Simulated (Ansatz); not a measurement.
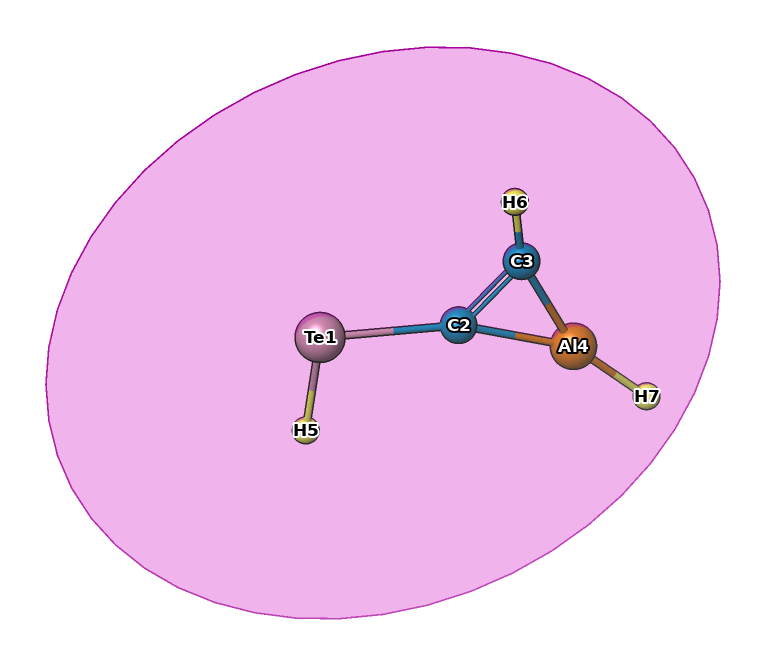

A disc through the centre of mass is drawn in. Distant atoms are faded towards the background colour. The computed structure is the end point of a PBE-D4/def2-SVP optimisation. No frequency run is at hand to confirm it as a minimum.

> Is the plane of the disc a mirror plane of the structure?

Yes. The reflection leaves Te1, C2, C3, Al4, H5, H6, H7 in place. The point group is Cs.
